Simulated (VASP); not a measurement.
# What spin-orbit coupling changes in YRh

Aim: run bands, DOS and a relaxation of YRh twice, without and with spin-orbit coupling. All runs use PBEsol. Left out of this account: 1 further run (self-consistent run: a reference on another mesh). The start is a cell from a database of measured crystal structures.

Method: PBEsol; plane waves and PAW (Y_sv, Rh_pv), in the first sound run; inputs show where later runs differ, in VASP 6.6.1.

## 1. The structure

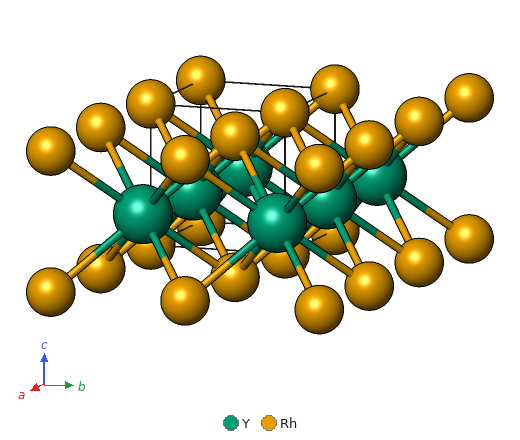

The cell as given, slightly off an axis (yttrium teal, rhodium orange). 3×2×1 cells are drawn. Some periodic images of atoms are drawn too.

## 2. Bands along the symmetry lines (PBEsol)

The mesh alone shows little of the dispersion and can miss band extrema, so KPOINTS_OPT adds a path through the symmetry points after the self-consistent cycle. PBEsol restores the gradient expansion of exchange and is tuned for the cells of solids.

Input file INCAR:

```
SYSTEM = YRh
PREC = Accurate
ENCUT = 400
EDIFF = 1E-06
NELM = 100
ISMEAR = -1
SIGMA = 0.05
LREAL = .FALSE.
ALGO = Normal
GGA = PS
NBANDS = 25
LASPH = .TRUE.
LORBIT = 11
LWAVE = .FALSE.
LCHARG = .FALSE.
KPAR = 2
```

Input file POSCAR:

```
YRh
1.0
    3.4070000000      0.0000000000      0.0000000000
    0.0000000000      3.4070000000      0.0000000000
    0.0000000000      0.0000000000      3.4070000000
Y Rh
1 1
Direct
    0.5000000000      0.5000000000      0.5000000000
    0.0000000000      0.0000000000      0.0000000000
```

Input file KPOINTS:

```
Automatic mesh
0
Gamma
10 10 10
0 0 0
```

Input file KPOINTS_OPT:

```
Line mode
16
Line-mode
Reciprocal
  0.00000000   0.00000000   0.00000000 GAMMA
  0.00000000   0.50000000   0.00000000 X

  0.00000000   0.50000000   0.00000000 X
  0.50000000   0.50000000   0.00000000 M

  0.50000000   0.50000000   0.00000000 M
  0.00000000   0.00000000   0.00000000 GAMMA

  0.00000000   0.00000000   0.00000000 GAMMA
  0.50000000   0.50000000   0.50000000 R

  0.50000000   0.50000000   0.50000000 R
  0.00000000   0.50000000   0.00000000 X

  0.50000000   0.50000000   0.00000000 M
  0.50000000   0.50000000   0.50000000 R
```

PAW data sets: Y_sv and Rh_pv (PBE family, release 64).

Started as:

```sh
$ mpirun -np 2 vasp_std
```

The log of the run:

```text
[banner, memory and clock lines left out]
running    2 mpi-ranks, on    1 nodes
 distrk:  each k-point on    1 cores,    2 groups
 distr:  one band on    1 cores,    1 groups

 POSCAR found type information on POSCAR Y Rh
 POSCAR found :  2 types and       2 ions
|                                                                             |
|               ----> ADVICE to this user running VASP <----                  |
|                                                                             |
|     You enforced a specific xc type in the INCAR file but a different       |
|     [... a line on the potential file left out ...]
|     I HOPE YOU KNOW WHAT YOU ARE DOING!                                     |
|                                                                             |

 LDA part: xc-table for (Slater+PW92), standard interpolation
 POSCAR, INCAR and KPOINTS ok, starting setup
 FFT: planning ... GRIDC
 FFT: planning ... GRID_SOFT
 FFT: planning ... GRID
 WAVECAR not read
 entering main loop
       N       E                     dE             d eps       ncg     rms          rms(c)
DAV:   1     0.184160484333E+03    0.18416E+03   -0.12249E+04  2856   0.880E+02
DAV:   2    -0.964374133979E+01   -0.19380E+03   -0.18696E+03  3328   0.289E+02
DAV:   3    -0.169652364485E+02   -0.73215E+01   -0.71936E+01  4131   0.499E+01
DAV:   4    -0.171496043173E+02   -0.18437E+00   -0.18416E+00  3093   0.591E+00
DAV:   5    -0.171521588713E+02   -0.25546E-02   -0.25541E-02  3304   0.622E-01    0.365E+01
DAV:   6    -0.166716238683E+02    0.48054E+00   -0.53917E-01  3236   0.547E+00    0.216E+01
DAV:   7    -0.167034095149E+02   -0.31786E-01   -0.14365E+00  3818   0.438E+00    0.994E+00
DAV:   8    -0.165694077934E+02    0.13400E+00   -0.84810E-01  3048   0.411E+00    0.234E+00
DAV:   9    -0.165574979627E+02    0.11910E-01   -0.51995E-02  2981   0.169E+00    0.104E+00
DAV:  10    -0.165571956305E+02    0.30233E-03   -0.27507E-03  3185   0.326E-01    0.100E-01
DAV:  11    -0.165572334529E+02   -0.37822E-04   -0.14538E-04  3012   0.702E-02    0.767E-02
DAV:  12    -0.165572339209E+02   -0.46799E-06   -0.17701E-05  3070   0.303E-02    0.915E-03
DAV:  13    -0.165572339730E+02   -0.52095E-07   -0.10016E-06  2617   0.565E-03
   1 F= -.16557234E+02 E0= -.16551177E+02  d E =-.121147E-01
 Start KPOINTS_OPT (optional k-point list driver)
k-point batch [1-56\96]
       N       E                     dE             ncg
DAV:   1    -0.832992074151E+04   -0.35179E+05     2832
DAV:   2    -0.192191844564E+05   -0.10889E+05     3304
DAV:   3    -0.196643042838E+05   -0.44512E+03     4165
DAV:   4    -0.196772835175E+05   -0.12979E+02     3147
DAV:   5    -0.196774692556E+05   -0.18574E+00     3444
DAV:   6    -0.196774730418E+05   -0.37862E-02     3143
DAV:   7    -0.196774731295E+05   -0.87743E-04     3302
DAV:   8    -0.196774731316E+05   -0.20766E-05     2294
DAV:   9    -0.196774731317E+05   -0.12855E-06     1792
k-point batch [57-96\96]
       N       E                     dE             ncg
DAV:   1    -0.267032523268E+04   -0.42745E+05     2000
DAV:   2    -0.102808084812E+05   -0.76105E+04     2448
DAV:   3    -0.105794128424E+05   -0.29860E+03     3088
DAV:   4    -0.105847652195E+05   -0.53524E+01     2181
DAV:   5    -0.105848183322E+05   -0.53113E-01     2274
DAV:   6    -0.105848191622E+05   -0.82994E-03     2253
DAV:   7    -0.105848191818E+05   -0.19674E-04     2325
DAV:   8    -0.105848191823E+05   -0.48404E-06     1597
```

Run time: 34 s. Hardware: 2 MPI ranks of AMD EPYC 7R43, shared host; peak memory 0.3 GiB; 66 s of CPU time.

Lines that name or quote the potential files are left out of all logs, and their timing lines are given in words.

OUTCAR, selected parts (step 2):

```text
ion  position               nearest neighbor table
   1  0.500  0.500  0.500-   2 2.95   2 2.95   2 2.95   2 2.95   2 2.95   2 2.95   2 2.95   2 2.95

  LATTYP: Found a simple cubic cell.
 ALAT       =     3.4070000000

 Subroutine GETGRP returns: Found 48 space group operations
 (whereof 48 operations were pure point group operations)

The static configuration has the point symmetry O_h .

 Found     56 irreducible k-points:

   k-points           NKPTS =     56   k-points in BZ     NKDIM =     56   number of bands    NBANDS=     25

   dimension x,y,z NGX =    24 NGY =   24 NGZ =   24
   dimension x,y,z NGXF=    48 NGYF=   48 NGZF=   48

   ENCUT  =  400.0 eV  29.40 Ry    5.42 a.u.   5.56  5.56  5.56*2*pi/ulx,y,z

   NELECT =      26.0000    total number of electrons

 k-points in reciprocal lattice and weights: Automatic mesh
   0.00000000  0.00000000  0.00000000       0.001
   0.10000000  0.00000000  0.00000000       0.006
   0.20000000  0.00000000  0.00000000       0.006
   0.30000000  0.00000000  0.00000000       0.006
   0.40000000  0.00000000  0.00000000       0.006
   0.50000000  0.00000000  0.00000000       0.003
   0.10000000  0.10000000  0.00000000       0.012
   0.20000000  0.10000000  0.00000000       0.024
   0.30000000  0.10000000  0.00000000       0.024
[...]
0.50000000  0.50000000  0.40000000       0.006
   0.50000000  0.50000000  0.50000000       0.001

 average (electrostatic) potential at core
       1 -33.2580       2 -75.1471

 E-fermi :   6.5684

 k-point     1 :       0.0000    0.0000    0.0000
  band No.  band energies     occupation
    ...
      9       2.6771      2.00000
     10       2.6771      2.00000
     11       4.9207      2.00000
     12       4.9207      2.00000
     13       4.9207      2.00000
     14       8.8096      0.00000
     15       8.8096      0.00000
     16      12.5358      0.00000
     17      12.5358      0.00000
     18      12.5358      0.00000
    ...

 k-point     2 :       0.1000    0.0000    0.0000
  band No.  band energies     occupation
    ...
      9       2.7493      2.00000
     10       2.8041      2.00000
     11       4.9020      2.00000
     12       4.9020      2.00000
     13       4.9502      2.00000
     14       8.6531      0.00000
     15       8.8603      0.00000
     16      11.7553      0.00000
     17      11.7553      0.00000
     18      12.4532      0.00000
    ...

 k-point     3 :       0.2000    0.0000    0.0000
  band No.  band energies     occupation
    ...
      9       2.9545      2.00000
     10       3.1410      2.00000
     11       4.8575      2.00000
     12       4.8575      2.00000
     13       5.0298      2.00000
     14       8.2325      0.00000
     15       8.8737      0.00000
     16      10.6346      0.00000
     17      10.6346      0.00000
     18      12.2378      0.00000
    ...

  Total       -0.7582662     -0.7582662     -0.7582662      0.0000000      0.0000000      0.0000000
  in kB      -30.7196228    -30.7196228    -30.7196228      0.0000000      0.0000000      0.0000000
  external PRESSURE =     -30.7196228 kB  Pullay stress =       0.0000000 kB

  energy-cutoff  :      400.00
  volume of cell :       39.55
      direct lattice vectors                 reciprocal lattice vectors
     3.407000000  0.000000000  0.000000000     0.293513355  0.000000000  0.000000000
     0.000000000  3.407000000  0.000000000     0.000000000  0.293513355  0.000000000
     0.000000000  0.000000000  3.407000000     0.000000000  0.000000000  0.293513355

 POSITION                                       TOTAL-FORCE (eV/Angst)
 -----------------------------------------------------------------------------------
      1.70350      1.70350      1.70350         0.000000      0.000000      0.000000
      0.00000      0.00000      0.00000         0.000000      0.000000      0.000000
 -----------------------------------------------------------------------------------
    total drift:                                0.000000      0.000000     -0.000000

  FREE ENERGIE OF THE ION-ELECTRON SYSTEM (eV)
  ---------------------------------------------------
  free  energy   TOTEN  =       -16.5572339730 eV

  energy  without entropy=      -16.5451192481  energy(sigma->0) =      -16.55117661

 total charge
# of ion       s       p       d       f       tot
--------------------------------------------------
    1        2.281   6.435   1.050   0.057   9.823
    2        0.409   6.146   7.273   0.000  13.828
--------------------------------------------------
tot          2.691  12.581   8.323   0.057  23.652

[... 3 further parts left out ...]
```

Spin-orbit coupling is off here; it would split degenerate levels. The PAW data sets were made with PBE, which is usual practice but a small mismatch for other functionals. At this level the cell is under a tension of 3.1 GPa, so at these settings it is away from equilibrium.

Numbers from this step:

| Property | Result |
| --- | --- |
| SCF cycles | 13 |
| electrons | 26 |
| bands | 25 |
| irreducible k-points | 56 |
| symmetry operations | 48 |
| free energy (TOTEN) | -16.56 eV |
| energy at zero smearing | -16.55 eV |
| Fermi energy | 6.568 eV |
| pressure | -3.072 GPa |
| metallic | yes |

Electronic bands along the path, in eV, zero at the Fermi level; # counts the bands kept:

```csv
point,#3,#4,#5,#6,#7,#8,#9,#10
Γ,-3.89,-1.65,-1.65,-1.65,2.24,2.24,5.97,5.97
X,-2.49,-1.79,-1.79,-1.31,0.41,0.43,2.36,2.36
M,-2.61,-2.61,-0.67,0.24,1.82,1.82,2.92,5.42
Γ,-3.89,-1.65,-1.65,-1.65,2.24,2.24,5.97,5.97
R,-2.40,-1.00,-1.00,-1.00,-0.62,-0.62,4.95,6.91
X,-2.49,-1.79,-1.79,-1.31,0.41,0.43,2.36,2.36
jump to M,-2.61,-2.61,-0.67,0.24,1.82,1.82,2.92,5.42
R,-2.40,-1.00,-1.00,-1.00,-0.62,-0.62,4.95,6.91
```

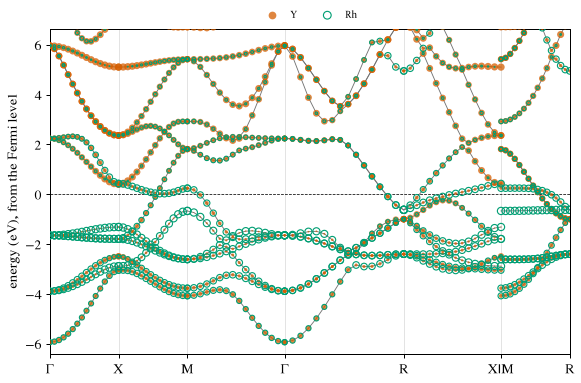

Electronic bands along the path; dots are coloured as in the legend, and their area grows with the weight.

There is no gap at this level.

## 3. Band structure (PBEsol + SOC)

This step: PBEsol, spin-orbit coupling; plane waves and PAW (Y_sv, Rh_pv) (VASP 6.6.1).

The mesh alone shows little of the dispersion and can miss band extrema, so KPOINTS_OPT adds a path through the symmetry points after the self-consistent cycle. Spin-orbit coupling needs spinors and the noncollinear program, where each band holds one electron.

Edit INCAR of step 2 so:

```diff
@@ -10,4 +10,9 @@
 GGA = PS
-NBANDS = 25
+LNONCOLLINEAR = .TRUE.
+MAGMOM = 0 0 0 0 0 0
+NBANDS = 38
+GGA_COMPAT = .FALSE.
 LASPH = .TRUE.
+LSORBIT = .TRUE.
+LMAXMIX = 4
 LORBIT = 11
```

POSCAR is that of step 2.

KPOINTS is that of step 2.

KPOINTS_OPT is that of step 2.

Started as:

```sh
$ mpirun -np 2 vasp_ncl
```

The log of the run:

```text
[banner, memory and clock lines left out]
running    2 mpi-ranks, on    1 nodes
 distrk:  each k-point on    1 cores,    2 groups
 distr:  one band on    1 cores,    1 groups

 POSCAR found type information on POSCAR Y Rh
 POSCAR found :  2 types and       2 ions
 [... a notice as in an earlier step ...]

 LDA part: xc-table for (Slater+PW92), standard interpolation
 POSCAR, INCAR and KPOINTS ok, starting setup
 FFT: planning ... GRIDC
 FFT: planning ... GRID_SOFT
 FFT: planning ... GRID
 WAVECAR not read
 entering main loop
       N       E                     dE             d eps       ncg     rms          rms(c)
DAV:   1     0.197388128540E+03    0.19739E+03   -0.12665E+04  4608   0.118E+03
DAV:   2    -0.692939364275E+01   -0.20432E+03   -0.19657E+03  4650   0.372E+02
DAV:   3    -0.169839399169E+02   -0.10055E+02   -0.98567E+01  6662   0.704E+01
DAV:   4    -0.173530086004E+02   -0.36907E+00   -0.36705E+00  5576   0.970E+00
DAV:   5    -0.173604059100E+02   -0.73973E-02   -0.73952E-02  5496   0.129E+00    0.373E+01
DAV:   6    -0.168789715738E+02    0.48143E+00   -0.75245E-01  5044   0.729E+00    0.219E+01
DAV:   7    -0.168939724420E+02   -0.15001E-01   -0.91956E-01  5910   0.564E+00    0.118E+01
DAV:   8    -0.167791465813E+02    0.11483E+00   -0.65697E-01  4742   0.620E+00    0.234E+00
DAV:   9    -0.167682538140E+02    0.10893E-01   -0.82433E-02  4602   0.244E+00    0.135E+00
DAV:  10    -0.167636967462E+02    0.45571E-02   -0.13600E-02  5288   0.833E-01    0.311E-01
DAV:  11    -0.167636070486E+02    0.89698E-04   -0.12270E-03  4798   0.255E-01    0.746E-02
DAV:  12    -0.167636228383E+02   -0.15790E-04   -0.57105E-05  4796   0.574E-02    0.844E-02
DAV:  13    -0.167636216297E+02    0.12086E-05   -0.11237E-05  4864   0.293E-02    0.165E-02
DAV:  14    -0.167636222110E+02   -0.58128E-06   -0.33350E-06  4666   0.144E-02
   1 F= -.16763622E+02 E0= -.16757622E+02  d E =-.119997E-01  mag=     0.0000    -0.0000    -0.0000
 Start KPOINTS_OPT (optional k-point list driver)
k-point batch [1-56\96]
       N       E                     dE             ncg
DAV:   1    -0.748308441079E+04   -0.30768E+05     4584
DAV:   2    -0.190560816157E+05   -0.11573E+05     4686
DAV:   3    -0.196750649267E+05   -0.61898E+03     6950
DAV:   4    -0.196933566628E+05   -0.18292E+02     5212
DAV:   5    -0.196937609174E+05   -0.40425E+00     5620
DAV:   6    -0.196937668940E+05   -0.59766E-02     5290
DAV:   7    -0.196937670084E+05   -0.11433E-03     5186
DAV:   8    -0.196937670120E+05   -0.35938E-05     3638
DAV:   9    -0.196937670121E+05   -0.18863E-06     2632
k-point batch [57-96\96]
       N       E                     dE             ncg
DAV:   1    -0.334048174146E+04   -0.40808E+05     3344
DAV:   2    -0.112174646695E+05   -0.78770E+04     3382
DAV:   3    -0.115976885733E+05   -0.38022E+03     4438
DAV:   4    -0.116177832055E+05   -0.20095E+02     4226
DAV:   5    -0.116184568523E+05   -0.67365E+00     3904
DAV:   6    -0.116184702104E+05   -0.13358E-01     4276
DAV:   7    -0.116184704313E+05   -0.22090E-03     3798
DAV:   8    -0.116184704387E+05   -0.74136E-05     2874
DAV:   9    -0.116184704390E+05   -0.29126E-06     2094
```

Run time: 2.1 min. Hardware: 2 MPI ranks; peak memory 0.55 GiB.

OUTCAR, selected parts (step 3):

```text
The static configuration has the point symmetry O_h .

 Found     56 irreducible k-points:

   k-points           NKPTS =     56   k-points in BZ     NKDIM =     56   number of bands    NBANDS=     38

   NELECT =      26.0000    total number of electrons

 E-fermi :   6.5692

 k-point     1 :       0.0000    0.0000    0.0000
  band No.  band energies     occupation
    ...
     22       4.8432      1.00000
     23       4.8432      1.00000
     24       4.8432      1.00000
     25       5.0647      1.00000
     26       5.0647      1.00000
     27       8.8121      0.00000
     28       8.8121      0.00000
     29       8.8121      0.00000
     30       8.8121      0.00000
     31      12.4951      0.00000
    ...

 k-point     2 :       0.1000    0.0000    0.0000
  band No.  band energies     occupation
    ...
     22       4.8243      1.00000
     23       4.8548      1.00000
     24       4.8548      1.00000
     25       5.0651      1.00000
     26       5.0651      1.00000
     27       8.6557      0.00000
     28       8.6557      0.00000
     29       8.8627      0.00000
     30       8.8627      0.00000
     31      11.6842      0.00000
    ...

  Total       -0.7602848     -0.7602848     -0.7602848     -0.0000000     -0.0000000     -0.0000000
  in kB      -30.8014028    -30.8014028    -30.8014028     -0.0000000     -0.0000000     -0.0000000
  external PRESSURE =     -30.8014028 kB  Pullay stress =       0.0000000 kB

 POSITION                                       TOTAL-FORCE (eV/Angst)
 -----------------------------------------------------------------------------------
      1.70350      1.70350      1.70350         0.000000      0.000000      0.000000
      0.00000      0.00000      0.00000         0.000000      0.000000      0.000000
 -----------------------------------------------------------------------------------
    total drift:                                0.000000     -0.000000     -0.000000

  FREE ENERGIE OF THE ION-ELECTRON SYSTEM (eV)
  ---------------------------------------------------
  free  energy   TOTEN  =       -16.7636222110 eV

  energy  without entropy=      -16.7516225232  energy(sigma->0) =      -16.75762237

 Spin-Orbit-Coupling matrix elements
 Ion:    1  E_soc:     -0.1014159
 Ion:    2  E_soc:     -0.3098208

 total charge
# of ion       s       p       d       f       tot
--------------------------------------------------
    1        2.281   6.444   1.051   0.057   9.833
    2        0.410   6.149   7.271   0.000  13.830
--------------------------------------------------
tot          2.691  12.593   8.322   0.057  23.663

 magnetization (x)
# of ion       s       p       d       f       tot
--------------------------------------------------
    1        0.000  -0.000   0.000  -0.000   0.000
    2       -0.000  -0.000   0.000   0.000  -0.000
--------------------------------------------------
tot          0.000  -0.000   0.000  -0.000   0.000

 magnetization (y)
# of ion       s       p       d       f       tot
--------------------------------------------------
    1        0.000  -0.000   0.000  -0.000   0.000
    2        0.000  -0.000  -0.000   0.000  -0.000
--------------------------------------------------
tot          0.000  -0.000  -0.000  -0.000   0.000

 magnetization (z)
# of ion       s       p       d       f       tot
--------------------------------------------------
    1       -0.000  -0.000   0.000  -0.000  -0.000
    2       -0.000  -0.000   0.000   0.000   0.000
--------------------------------------------------
tot         -0.000  -0.000   0.000  -0.000  -0.000

[... 7 parts as in an earlier step ...]

[... 5 further parts left out ...]
```

Numbers from this step:

```
SCF cycles              : 14
bands                   : 38
free energy (TOTEN)     : -16.76 eV
energy at zero smearing : -16.76 eV
Fermi energy            : 6.569 eV
pressure                : -3.080 GPa
```

On-site spin-orbit energy by atom:

```csv
atom,on-site spin-orbit energy (eV)
Y1,-0.101
Rh2,-0.310
```

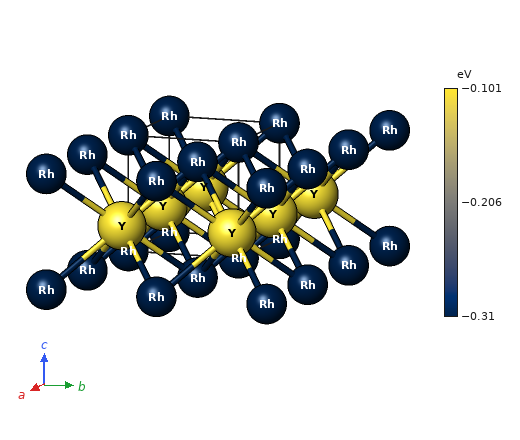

Atoms coloured by on-site spin-orbit energy. 3×2×1 cells are drawn. Some periodic images of atoms are drawn too.

The electronic bands at the labelled points (eV, zero at the Fermi level; # counts the bands kept):

```csv
point,#9,#10,#11,#12,#13,#14,#15,#16
Γ,-1.73,-1.73,-1.50,-1.50,2.24,2.24,2.24,2.24
X,-1.73,-1.73,-1.28,-1.28,0.41,0.41,0.44,0.44
M,-0.67,-0.67,0.25,0.25,1.81,1.81,1.83,1.83
Γ,-1.73,-1.73,-1.50,-1.50,2.24,2.24,2.24,2.24
R,-0.93,-0.93,-0.93,-0.93,-0.61,-0.61,-0.61,-0.61
X,-1.73,-1.73,-1.28,-1.28,0.41,0.41,0.44,0.44
jump to M,-0.67,-0.67,0.25,0.25,1.81,1.81,1.83,1.83
R,-0.93,-0.93,-0.93,-0.93,-0.61,-0.61,-0.61,-0.61
```

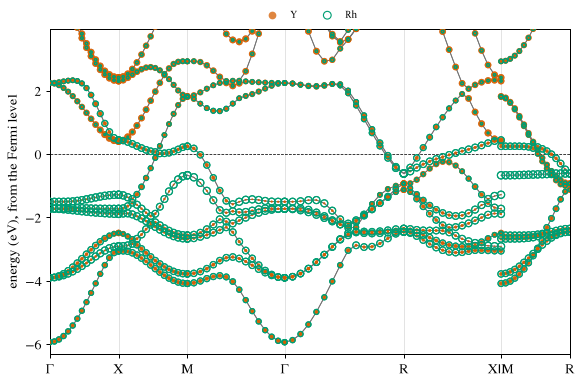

Electronic bands along the path; dots are coloured as in the legend, and their area grows with the weight.

There is no gap at this level. Without the coupling there was no gap either. The run took 3.7 times the core time, with 38 spinor bands against 25.

(Part 1 of 3 ends here.)

[Lines on the potential files, build, host, timing and source positions are cut from VASP's logs without a mark.]

[Logs are printed without paths, hosts, clocks, repeated set-up lines and the standing remarks that a program may print on its own settings, such as how far it seeks lower states.]

[Hosts, paths, dates, database ids (printed as entryN), source tags and the programs' standing remarks are cut or masked in the printed files.]

[A measured line is paired with the nearest computed mode of its activity, which favours agreement.]

[In band tables of VASP the shares of atoms and orbitals are scaled to a sum of 1 inside the atoms' spheres.]

[Band numbers marked # count the bands kept; VASP's own numbers are higher by 7 or 14.]
